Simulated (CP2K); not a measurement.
# GeH2ClO (SMILES [O][GeH2][Cl]) at GFN0-xTB

Aim: the vertical doublet–quartet gap of GeH2ClO at GFN0-xTB, from 2 runs. 

The results are computed with CP2K 2026.2.

1 further run of the same task is left out (set aside as unsound or not needed).

## (1) The system as given

GeH2ClO: 5 atoms, total charge 0, spin state doublet. As SMILES, `[O][GeH2][Cl]`. Geometry: relaxed at PBE0-D4/def2-TZVP.

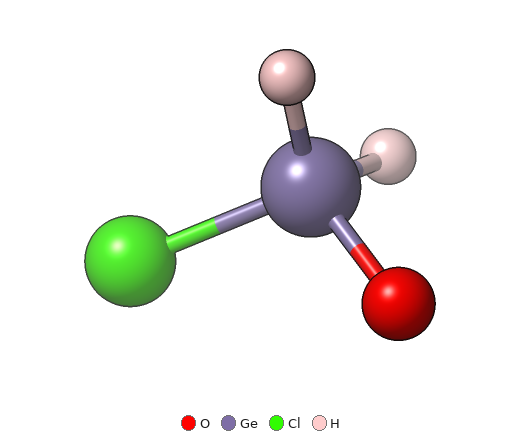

The structure, seen from a chosen angle (oxygen red, germanium purple, chlorine green, hydrogen pink).

## (2) The energy at GFN0-xTB

File mol.inp:

```
&GLOBAL
  PROJECT_NAME mol
  RUN_TYPE ENERGY
  PRINT_LEVEL MEDIUM
&END GLOBAL
&FORCE_EVAL
  METHOD QS
  &DFT
    MULTIPLICITY 2
    UKS T
    &QS
      METHOD XTB
      EPS_DEFAULT 1.0E-10
      &XTB
        GFN_TYPE 0
        CHECK_ATOMIC_CHARGES F
      &END XTB
    &END QS
    &POISSON
      PERIODIC NONE
      POISSON_SOLVER ANALYTIC
    &END POISSON
    &SCF
      SCF_GUESS ATOMIC
      EPS_SCF 1.0E-07
      MAX_SCF 150
      ADDED_MOS 8
      &DIAGONALIZATION
        ALGORITHM STANDARD
      &END DIAGONALIZATION
      &MIXING
        METHOD DIRECT_P_MIXING
        ALPHA 0.4
      &END MIXING
    &END SCF
    &PRINT
      &MOMENTS
        PERIODIC F
        REFERENCE COM
        MAX_MOMENT 1
      &END MOMENTS
      &MO ON
        ENERGIES T
        OCCUPATION_NUMBERS T
        NDIGITS 6
        &EACH
          QS_SCF 0
        &END EACH
        ADD_LAST NUMERIC
      &END MO
      &HIRSHFELD OFF
      &END HIRSHFELD
    &END PRINT
  &END DFT
  &SUBSYS
    &CELL
      ABC 12.8 12.6 12.5
      PERIODIC NONE
    &END CELL
    &COORD
      UNIT bohr
      O     -0.5147614    -1.1183399     3.0717498
      Ge     0.2337591    -0.1534458    -0.0651956
      Cl    -2.5456501     2.4379357    -1.4719077
      H      0.1530678    -2.5394140    -1.6988638
      H      2.7676929     1.2339912     0.0857936
    &END COORD
    &TOPOLOGY
      &CENTER_COORDINATES
      &END CENTER_COORDINATES
    &END TOPOLOGY
  &END SUBSYS
&END FORCE_EVAL
```

Started as:

```console
$ OMP_NUM_THREADS=1 cp2k.psmp mol.inp > mol.out
```

The program printed (excerpt; [...] marks lines left out):

```text
CP2K| version string:                                       CP2K version 2026.2
[...]
 GLOBAL| Method name                                                        CP2K
[...]
 GLOBAL| Run type                                                         ENERGY
[...]
                             - Atoms:                                          5
[...]
                             - Spherical basis functions:                     26
[...]
 Number of electrons:                                                         10
[...]
 TB_DIPOLE| Moment [Debye]          0.52299280       0.47328997      -1.76758435
 TB_DIPOLE| Derivative [a.u.]       0.00000000       0.00000000       0.00000000
[...]
 ENERGY| Total FORCE_EVAL ( QS ) energy [hartree]            -10.677464689229341
[...]
```

It took 1.3 s on 1 thread of AMD EPYC 7R43 (Zen 3), shared host; peak memory 0.18 GiB.

## (3) The quartet, same level

File run.inp:

```
&GLOBAL
   PROJECT run
   RUN_TYPE ENERGY
   PRINT_LEVEL MEDIUM
&END GLOBAL

&FORCE_EVAL
   METHOD Quickstep
   &DFT
      MULTIPLICITY 4
      LSD T
      &QS
         METHOD XTB
         EPS_DEFAULT 1.0E-10
         &XTB
            GFN_TYPE 0
            CHECK_ATOMIC_CHARGES F
         &END XTB
      &END QS
      &POISSON
         PERIODIC NONE
         POISSON_SOLVER ANALYTIC
      &END POISSON
      &SCF
         SCF_GUESS ATOMIC
         EPS_SCF 1.0E-07
         MAX_SCF 150
         ADDED_MOS 4
         &DIAGONALIZATION
            ALGORITHM STANDARD
         &END DIAGONALIZATION
         &MIXING
            METHOD DIRECT_P_MIXING
            ALPHA 0.4
         &END MIXING
      &END SCF
      &PRINT
         &MOMENTS
            PERIODIC F
            REFERENCE COM
            MAX_MOMENT 1
         &END MOMENTS
         &MO ON
            ENERGIES T
            OCCUPATION_NUMBERS T
            NDIGITS 6
            &EACH
               QS_SCF 0
            &END EACH
            ADD_LAST NUMERIC
         &END MO
         &HIRSHFELD OFF
         &END HIRSHFELD
      &END PRINT
   &END DFT
   &SUBSYS
      &CELL
         ABC 12.8 12.6 12.5
         PERIODIC NONE
      &END CELL
      &COORD
         UNIT bohr
         O     -0.5147614    -1.1183399     3.0717498
         Ge     0.2337591    -0.1534458    -0.0651956
         Cl    -2.5456501     2.4379357    -1.4719077
         H      0.1530678    -2.5394140    -1.6988638
         H      2.7676929     1.2339912     0.0857936
      &END COORD
      &TOPOLOGY
         &CENTER_COORDINATES
         &END CENTER_COORDINATES
      &END TOPOLOGY
   &END SUBSYS
&END FORCE_EVAL
```

Started as:

```console
$ OMP_NUM_THREADS=1 cp2k.psmp run.inp > run.out
```

The program printed (excerpt; [...] marks lines left out):

```text
CP2K| version string:                                       CP2K version 2026.2
[...]
 GLOBAL| Method name                                                        CP2K
[...]
 GLOBAL| Run type                                                         ENERGY
[...]
                             - Atoms:                                          5
[...]
                             - Spherical basis functions:                     26
[...]
 Number of electrons:                                                         11
[...]
 TB_DIPOLE| Moment [Debye]          2.05801494      -4.41802070       6.32569088
 TB_DIPOLE| Derivative [a.u.]       0.00000000       0.00000000       0.00000000
[...]
 ENERGY| Total FORCE_EVAL ( QS ) energy [hartree]            -10.410128869287542
[...]
```

Run time: 1.3 s. Hardware: 1 thread of AMD EPYC 7R43 (Zen 3), shared host; peak memory 0.18 GiB.

## (4) Summary of results

At GFN0-xTB:

| quantity | value |
| --- | --- |
| doublet: total energy | -10.67746 Eh |
| doublet: dipole moment (from atomic charges alone) | 1.90 D |
| doublet: HOMO energy (highest over α and β) | -11.83 eV |
| doublet: LUMO energy (lowest over α and β) | -11.83 eV |
| doublet: dispersion energy | -2.79 kJ/mol |
| quartet: total energy | -10.41013 Eh |
| quartet: dipole moment (from atomic charges alone) | 7.99 D |
| quartet: HOMO energy (highest over α and β) | -4.59 eV |
| quartet: dispersion energy | -2.79 kJ/mol |
| vertical energy of the quartet above the doublet | 7.275 eV |

**Reading.** The method runs without spin polarisation, so open shells lack the exchange term that lowers high spin: such gaps come out too high and can have the wrong sign. At this shape the quartet lies 7.27 eV (702 kJ/mol) above the doublet. The dipole (doublet) comes from point charges on the atoms alone, without atomic dipoles, so it is partial. The dipole (quartet) comes from point charges on the atoms alone, without atomic dipoles, so it is partial.
